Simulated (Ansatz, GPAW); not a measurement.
# A 13-layer slab of Mo(111): work function by functional and basis, part 3 of 3

Wanted: work functions and dipole of a 13-layer slab of Mo(111), with the cost of each level.

GPAW 26.7.0 and Ansatz 0.2.0; Ansatz plane waves; slab in vacuum with a dipole correction, relaxation (the session's first sound run).

So far, upper work function (eV): step 2 (relaxation, PBE) 3.94; step 6 (self-consistent run: xc = "vdW-DF2", GPAW, PAW setups, GPAW) 4.32; step 7 (self-consistent run: xc = "revPBE") 3.80; step 8 (self-consistent run: xc = "LDA") 4.23; step 9 (real-space grid: mode = "fd", PBE, GPAW) 3.94.

**10. All levels side by side**

Times are for 1 thread of Arm Neoverse N1, shared host. The runs compared:

```csv
no.,run,upper work function (eV),lower work function (eV),time,memory (GiB)
1,pw,3.937,3.663,30 min,0.49
2,RPBE,3.787,3.502,28 min,0.5
3,optPBE vdW,4.152,3.915,29 min,0.73
4,vdW DF2,4.315,4.141,30 min,0.73
5,revPBE,3.804,3.518,27 min,0.5
6,LDA,4.233,3.965,26 min,0.5
7,fd,3.935,3.661,1.6 h,2.1
```

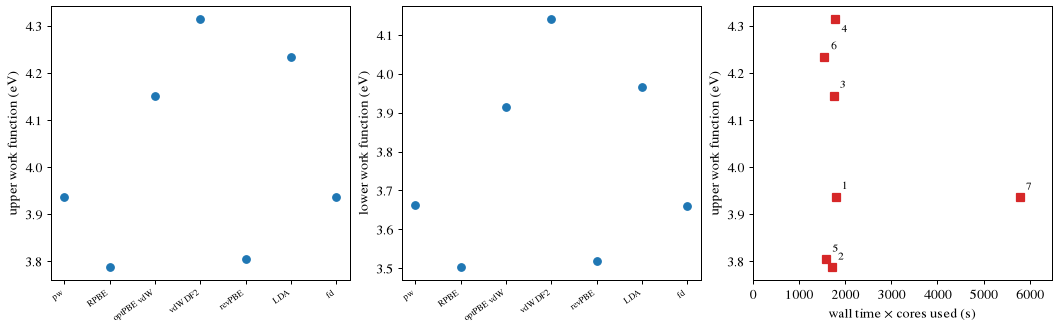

The series as plots; the last panel sets the first result against cost, with the runs numbered as in the table.

**11. A second plane-wave code**

A second program with its own datasets checks the number independently.

This step: Ansatz plane waves; slab in vacuum with a dipole correction (Ansatz 0.2.0).

Contents of input.yaml:

```yaml
crystal:
  lattice:
    - [4.4547727215, 0.0, 0.0]
    - [2.2273863607, 3.8579463449, 0.0]
    - [0.0, 0.0, 24.9119200877]
  atoms:
    - { symbol: Mo, position: [0.0, 0.0, 0.2809899829] }
    - { symbol: Mo, position: [0.3333333333, 0.3333333333, 0.3174916524] }
    - { symbol: Mo, position: [0.6666666667, 0.6666666667, 0.3539933219] }
    - { symbol: Mo, position: [0.0, 0.0, 0.3904949915] }
    - { symbol: Mo, position: [0.3333333333, 0.3333333333, 0.426996661] }
    - { symbol: Mo, position: [0.6666666667, 0.6666666667, 0.4634983305] }
    - { symbol: Mo, position: [0.0, 0.0, 0.5009521216] }
    - { symbol: Mo, position: [0.3333333333, 0.3333333333, 0.5377280586] }
    - { symbol: Mo, position: [0.6666666667, 0.6666666667, 0.5759132825] }
    - { symbol: Mo, position: [0.0, 0.0, 0.6112563766] }
    - { symbol: Mo, position: [0.3333333333, 0.3333333333, 0.6524338703] }
    - { symbol: Mo, position: [0.6666666667, 0.6666666667, 0.6816046481] }
    - { symbol: Mo, position: [0.0, 0.0, 0.7108246098] }
kpoints:
  mp_grid: { grid: [8, 8, 1] }
hamiltonian:
  xc: pbe
scf:
  occupations: { method: fermi_dirac, width: 0.1 }
efield:
  axis: 3
  dipole_correction: true
  ramp_width: 0.05
output:
  forces: true
  write_potential: true
  write_density: true
  volumetric_format: npy
```

On the command line:

```sh
ansatz run input.yaml --threads 4 --pin off --max-ram 8192MiB --backend cpu --events-out ev --progress --plain --runs-dir out
```

Numbers of over 12 decimals in the logs are rounded to 6 here.

The log of the run:

```text
[...]
Crystal: 13 atoms, lattice volume = 428.143 Å³
Basis set: ecut = 420 eV, 8393 PW (Γ), exchange–correlation on 60×60×360 points (8 copies of the dense FFT grid, shifted against one another)
Bands: 110, of which v1, the nominal top of the filled ones, is band 91 counted from 1 (90 counted from 0)
Symmetry: 6 space group operations
[...]
k-points: 10 of 64 (time reversal used)
[...]
SCF iter   1: F=—  HF=-64421.682740 eV  |F-HF|=—  |Δ(HF+E_count)|=         —  Δρ=6.44e-3  dr2=1.15e0  ethr=1.77e-3  p=-0.012 e·Å  D=-5.04e-3 V/Å  ΔV_dip=0.13 eV  dr2_dipole=2.25e-2  V_vac-E_F(+/−)=3.79/3.67 eV  ⟨swp⟩=8.9  Hψ=5207  notcnv=0
[...]
SCF iter   9: F=-64421.654122 eV  HF=-64421.654122 eV  |F-HF|=5.00e-8  |Δ(HF+E_count)|=   5.86e-8  Δρ=3.04e-6  dr2=9.96e-8  ethr=5.49e-11  p=-0.026 e·Å  D=-1.11e-2 V/Å  ΔV_dip=0.28 eV  dr2_dipole=5.43e-10  V_vac-E_F(+/−)=3.94/3.67 eV  ⟨swp⟩=15.3  Hψ=8978  notcnv=0
SCF 1 converged in 9 iterations: F = -64421.654122 eV  dr2 = 9.96e-8
[...]
SCF converged after 9 iterations
Free energy (F): -64421.654122 eV
[...]
Internal energy: -64421.323923 eV  (E = F + TS)
E sigma→0 (E₀):  -64421.489022 eV
Entropy (-TS):   -0.330199 eV (-25.400 meV/atom)
Fermi energy:    8.043006 eV
Dipole field:    D = -0.011087 V/Å  (p = -0.026233 e·Å, saw-weighted, corrected)
Work function:   Φ+ = 3.9447 eV   Φ− = 3.6685 eV
[...]
--- Forces (eV/Å), atoms counted from 1 ---
  atom   1  Mo     0.00000000    -0.00000000     1.95880908
  atom   2  Mo    -0.00000000     0.00000000    -0.05753663
  atom   3  Mo    -0.00000000     0.00000000    -0.80208419
  atom   4  Mo    -0.00000000     0.00000000    -0.91330350
  atom   5  Mo    -0.00000000     0.00000000    -0.16696934
  atom   6  Mo    -0.00000000     0.00000000    -0.01965143
  atom   7  Mo    -0.00000000    -0.00000000    -0.00605008
  atom   8  Mo     0.00000000     0.00000000    -0.00444450
  atom   9  Mo     0.00000000     0.00000000     0.00200187
  atom  10  Mo     0.00000000     0.00000000     0.00427750
  atom  11  Mo     0.00000000    -0.00000000     0.00281002
  atom  12  Mo     0.00000000    -0.00000000     0.00073744
  atom  13  Mo     0.00000000     0.00000000     0.00140935
  max |Σ_I F_I| component: 5.61e-6 eV/Å
--- Band table (eV; the first three rows and the last of 10) ---
  k-point 0: bands = [... 87 lower, 6.8495, 6.8495, 7.1747, 7.3552, 8.1105, 8.9604, 9.2470, 9.2470, ... 15 higher]
  k-point 1: bands = [... 87 lower, 7.0071, 7.2015, 7.2857, 7.4288, 8.1688, 8.8993, 8.9914, 9.1531, ... 15 higher]
  k-point 2: bands = [... 87 lower, 7.4582, 7.4839, 7.7972, 7.9297, 8.3051, 8.3367, 8.4554, 8.7892, ... 15 higher]
  k-point 9: bands = [... 87 lower, 7.4412, 7.5009, 7.6865, 7.8200, 7.9755, 8.1832, 8.4194, 8.5655, ... 15 higher]
```

The job ended after 36 s (4 threads of Arm Neoverse N1, shared host; peak memory 1.3 GiB).

This step gave:

```yaml
upper_work_function: 3.945 eV
lower_work_function: 3.669 eV
dipole_along_the_normal: -0.02623 e·Å
dipole_field: -0.01109 V/Å
```

Table of electrostatic potential energy of an electron (with the applied field's), less the Fermi level, planar mean by z:

```csv
z (Å),"electrostatic potential energy of an electron (with the applied field's), less the Fermi level, planar mean (eV)"
0,3.78
2,3.67
4,3.64
6,1.18
8,-12.3
10,-12.9
12,-12.7
14,-12.5
16,-12.3
18,-7.86
20,3.81
22,3.94
24,3.94
```

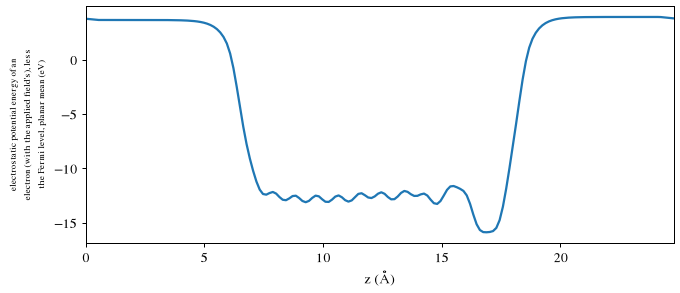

Electrostatic potential energy of an electron (with the applied field's), less the Fermi level, planar mean, plotted against z.

The valence density, planar mean by z:

```csv
z (Å),"valence density, planar mean (e/Å³)"
3,8.8e-5
4,7.7e-4
5,0.00696
6,0.0811
7,0.782
8,0.890
9,0.892
10,0.896
11,0.895
12,0.874
13,0.886
14,0.861
15,0.900
16,0.861
17,1.06
18,0.642
19,0.0399
20,0.00395
21,4.0e-4
22,3.9e-5
```

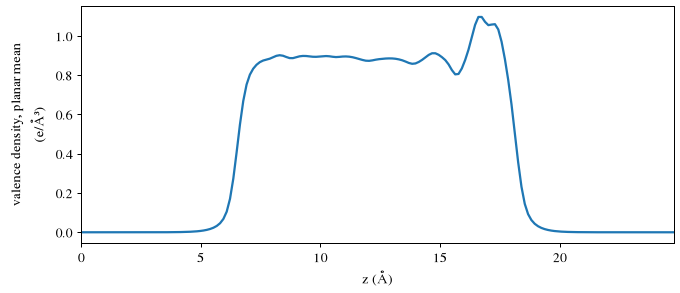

Valence density, planar mean, plotted against z.

Force by atom:

```csv
atom,x (eV/Å),y (eV/Å),z (eV/Å),size
Mo1,0.00,0.00,1.96,1.96
Mo2,0.00,0.00,-0.06,0.06
Mo3,0.00,0.00,-0.80,0.80
Mo4,0.00,0.00,-0.91,0.91
Mo5,0.00,0.00,-0.17,0.17
Mo6,0.00,0.00,-0.02,0.02
Mo7,0.00,0.00,-0.01,0.01
Mo8,0.00,0.00,0.00,0.00
Mo9,0.00,0.00,0.00,0.00
Mo10,0.00,0.00,0.00,0.00
Mo11,0.00,0.00,0.00,0.00
Mo12,0.00,0.00,0.00,0.00
Mo13,0.00,0.00,0.00,0.00
```

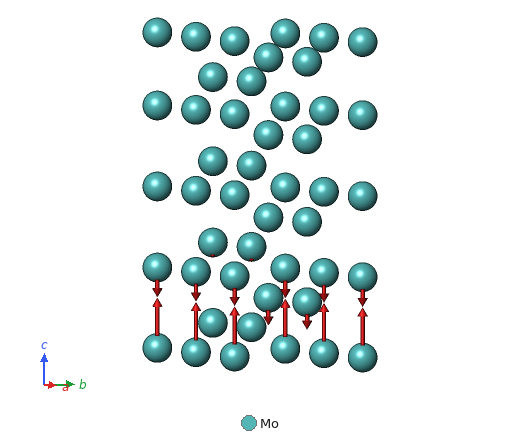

Force as arrows, the longest 1.96 eV/Å. 2×1×1 cells are drawn. Some periodic images of atoms are drawn too.

The upper face's work function is 3.945 eV, against 3.937 eV in the first plane-wave PBE run at this geometry.

**12. Side by side**

Results and costs are gathered.

This step: comparison of work functions, dipole and cost (GPAW 26.7.0).

Ladder, by row:

```csv
step,code,"work function, upper (eV)","work function, lower (eV)",dipole (e Å),wall time (s),peak memory (GiB),threads
pw,GPAW,3.937,3.663,-0.02601,1803,0.49,1
RPBE,GPAW,3.787,3.502,-0.02703,1709,0.5,1
optPBE-vdW,GPAW,4.152,3.915,-0.02243,1750,0.73,1
vdW-DF2,GPAW,4.315,4.141,-0.01648,1772,0.73,1
revPBE,GPAW,3.804,3.518,-0.02716,1591,0.5,1
LDA,GPAW,4.233,3.965,-0.02551,1550,0.5,1
fd,GPAW,3.935,3.661,-0.02607,5782,2.13,1
ansatz,Ansatz,3.945,3.669,-0.02623,36.48,1.275,4
```

**13. Outcome**

```
work function, upper and lower face : 3.937 and 3.663 eV
dipole along the normal             : -0.0260 e Å
```

**Reading.** With plane waves and PBE the work function is 3.94 eV on the upper face and 3.66 eV on the lower. The two faces differ by 0.27 eV, the step that the slab's dipole makes (e p/(ε0 A) gives 0.27 eV), so the dipole layer is needed. The lowest atoms were held at bulk positions, which alone makes the faces unlike. The measured value for this face is 4.52 eV (as compiled in "Anisotropic work function of elemental crystals", 2019, arxiv:1902.07811); the relaxed upper face lies 0.58 eV under it with PBE, and vdW-DF2 comes nearest (4.32 eV). Measured work functions scatter by a tenth of an eV or more between methods. Over the sound runs of the table the upper face's work function spans 3.787 (RPBE) to 4.315 eV (vdW-DF2). The two plane-wave codes differ by 0.0078 eV on the upper face. The in-plane lattice was kept as typed, which isn't the functional's own and leaves some strain; spin-orbit coupling and temperature are left out.

[Logs are printed without paths, hosts, clocks, repeated set-up lines and the standing remarks that a program may print on its own settings, such as how far it seeks lower states.]

[Hosts, paths, dates, database ids (printed as entryN), source tags and the programs' standing remarks are cut or masked in the printed files.]
